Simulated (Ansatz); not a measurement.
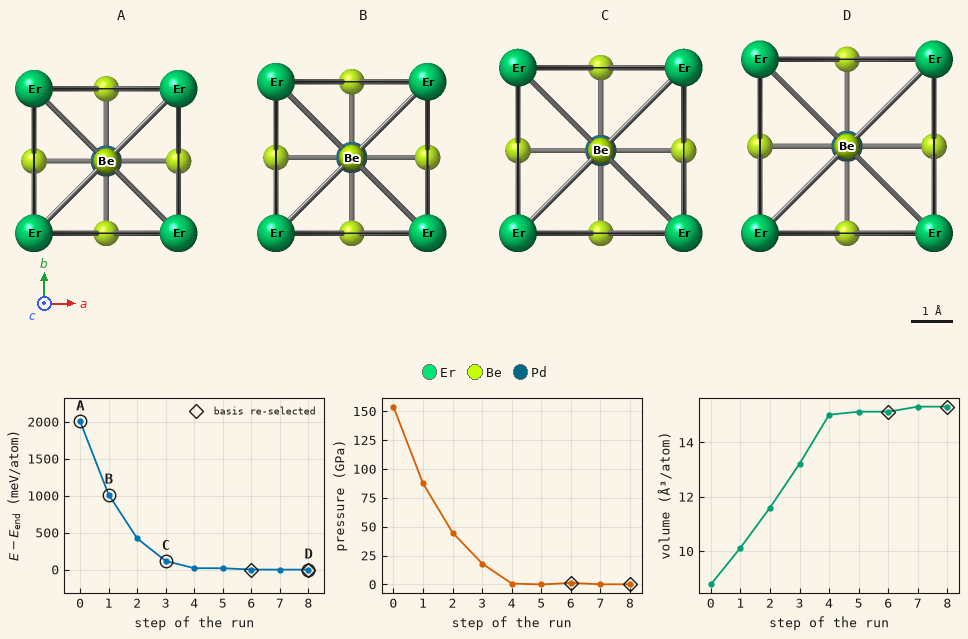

Frames of a relaxation of solid ErBe$_{3}$Pd (a generated structure, set up in Pm-3m) (coarse preliminary run), marked on the history of the run. A ball-and-stick model of the cell of the calculation, seen along the c axis.

Level of theory: Ansatz, DFT PBE, scalar-relativistic, plane waves, PAW; 4f electrons in the core of a trivalent norm-conserving potential.

The input:
```yaml
crystal:
  lattice:
    - [3.52708947, 0.0, 0.0]
    - [0.0, 3.52708947, 0.0]
    - [0.0, 0.0, 3.52708947]
  atoms:
    - { symbol: Er, position: [0.0, 0.0, 0.0] }
    - { symbol: Be, position: [0.0, 0.5, 0.5] }
    - { symbol: Be, position: [0.5, 0.0, 0.5] }
    - { symbol: Be, position: [0.5, 0.5, 0.0] }
    - { symbol: Pd, position: [0.5, 0.5, 0.5] }
basis:
  ecutwfc: 770
kpoints:
  mp_grid: { grid: [6, 6, 6] }
hamiltonian:
  xc: pbe
  pseudopotentials:
    kind: paw
    azcp: { Er: "pseudopotentials/pbe/nc/lanthanide_3plus/Er.nc.azcp" }
scf:
  occupations: { method: gaussian, width: 0.1 }
  lower_state_search: "off"
output:
  forces: true
  stress: true
  eigenvalues: true
relax:
  adjacent_minimum: "off"
  f_tol: 0.04
  max_steps: 70
  cell: { stress_tol: 0.4 }
```

Launched with:
```bash
ansatz run input.yaml --threads 1 --pin off --max-ram 2560MiB --backend cpu --events-out ev --progress --plain --runs-dir out
```

**Describe the path.**

The atoms keep their places relative to the cell (all moves are under 0.005 Å). The drawn cell changes as follows: a = b = c 3.527 → 4.247 Å (+20.4 %); the volume changes by +74.6 %. Some distances before and after: Er1–Er1 3.527 → 4.247 Å, Er1–Pd5 3.055 → 3.678 Å, Er1–Be2 2.494 → 3.003 Å, Be2–Pd5 1.764 → 2.123 Å. The space group stays Pm-3m (No. 221). After 6 accepted moves (8 points after the start) the energy has fallen by 2005 meV per atom. All forces vanish by symmetry, so only the cell relaxes. Pressure: 154.01 GPa at the start and 0.11 GPa at the end. The SCF was repeated twice at an unchanged geometry on a basis and grid sized afresh for the cell, which shifted the energy by 18.2 meV per atom at most. The run took 68 s on 1 thread of Intel(R) Xeon(R) Processor @ 2.50GHz (Skylake/Cascade Lake), with other jobs on the host, peak memory 0.43 GiB. From step 0 to 1: volume +15.3 %, energy −991 meV per atom. From step 1 to 3: volume +30.6 %, energy −898 meV per atom. From step 3 to 8: volume +15.9 %, energy −116 meV per atom.

```tsv
step	E − E(0), meV/atom	pressure, GPa	volume, Å³/atom	note
0	0.00	154.01	8.776	
1	-990.98	87.54	10.123	
2	-1583.44	44.87	11.601	
3	-1888.76	18.11	13.217	
4	-1985.89	0.76	15.023	
5	-1986.13	-0.02	15.133	
6	-2004.38	1.30	15.133	same geometry, new basis
7	-2005.18	0.11	15.319	
8	-2005.19	0.11	15.319	same geometry, new basis
```
